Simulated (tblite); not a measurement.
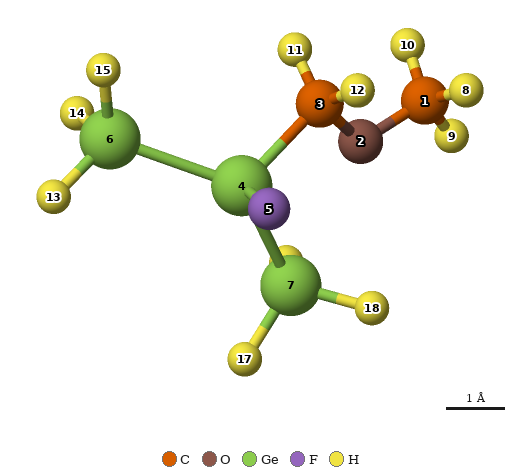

Fig. 1: The structure (ball-and-stick view, seen at an oblique angle; atoms are numbered from 1 in the order of the input). Sticks mark near contacts.

**C2H11FGe3O: frequency calculation**

C2H11FGe3O, SMILES CO[CH2][Ge]([F])([GeH3])[GeH3], computed with GFN2-xTB harmonic vibrations, gas phase (tblite 0.8.0).

It belongs to a series of runs on one base structure; here: CH2 inserted into a O-Ge bond.

**Input**
```
{"job": {"kind": "ir", "xc": "GFN2-xTB", "basis": "xTB"}, "charge": 0, "multiplicity": 1}
C      2.614501    -1.196876    -0.204817
O      1.258727    -0.829508    -0.254531
C      1.001377     0.494971     0.173209
Ge    -1.013013     0.497321     0.086208
F     -1.428071     0.725241     1.840890
Ge    -1.986611     2.479182    -0.960639
Ge    -1.322979    -1.840835    -0.478583
H      3.003845    -1.118568     0.816780
H      2.673884    -2.230543    -0.539843
H      3.215271    -0.559802    -0.864772
H      1.485682     1.219282    -0.494243
H      1.377164     0.660771     1.188870
H     -3.480256     2.594366    -0.843222
H     -1.704371     2.510769    -2.440372
H     -1.438993     3.772486    -0.423911
H     -0.717331    -2.174826    -1.807910
H     -2.782259    -2.221467    -0.616721
H     -0.765327    -2.775647     0.547189
```

The first line tells a small driver script what to run in tblite; the rest is the geometry in Å.

Machine: 1 CPU thread, shared host.

Command:
```bash
OMP_NUM_THREADS=1 python <driver script> task.json out
```

**What the program printed**
```
mode    cm-1     km/mol
  1     -22.8      0.01
  2      34.2      0.11
  3      50.1      0.60
  4      79.6      3.19
  5      86.8      0.37
  6     101.5      6.33
  7     123.0     17.72
  8     154.3      7.13
  9     171.7      0.60
 10     196.0      7.77
 11     212.9      9.08
 12     227.0      2.53
 13     286.2     51.08
 14     336.4     37.58
 15     364.1      8.43
 16     368.4     23.67
 17     409.4     17.18
 18     424.3    151.96
 19     433.9     13.25
 20     606.7     61.95
 21     714.2    879.21
 22     731.6    680.07
 23     770.7    226.05
 24     838.4     85.13
 25     847.6    199.37
 26     852.0     95.14
 27     867.6    153.97
 28     957.1     34.35
 29    1094.3     75.02
 30    1132.4      0.42
 31    1140.6      2.02
 32    1170.8     17.79
 33    1234.6      9.64
 34    1402.9      0.49
 35    1462.6      4.39
 36    1465.1      4.37
 37    1485.5      3.54
 38    1870.6    229.39
 39    1885.3    196.77
 40    1986.3    140.98
 41    1991.6    620.29
 42    2005.6    634.12
 43    2041.7    505.17
 44    2860.9     60.70
 45    2897.1     29.81
 46    2913.1     40.04
 47    2932.3     48.82
 48    3028.2     14.71
```

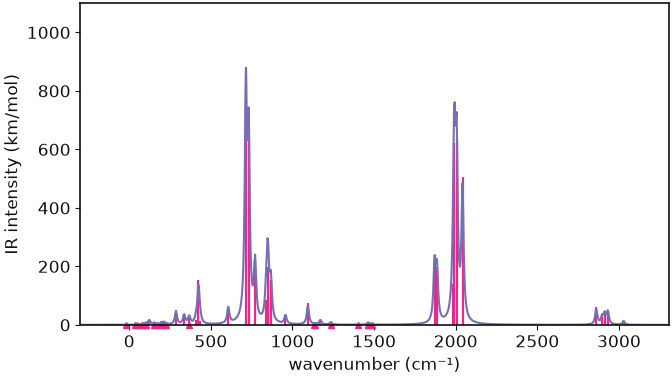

Fig. 2: Harmonic infrared spectrum, unscaled: sticks (degenerate modes added up, dark ones marked on the axis) with a Lorentzian envelope of 16 cm⁻¹ full width, scaled to the tallest stick; imaginary modes are drawn at negative wavenumbers. 48 modes from 23i to 3028 cm⁻¹, 1 imaginary beyond 8i (23i cm⁻¹): not a clean minimum; so soft a mode can be a shallow saddle, an incomplete relaxation or noise of the force constants. The strongest line is at 714 cm⁻¹ (879 km/mol).

**Summary**

| quantity | value |
| --- | --- |
| outcome | converged |
| total energy | −667.2757 eV |
| zero-point energy | 70.4020 kcal/mol |
| wall time | 0.75 s |
| peak memory | 0.18 GiB |
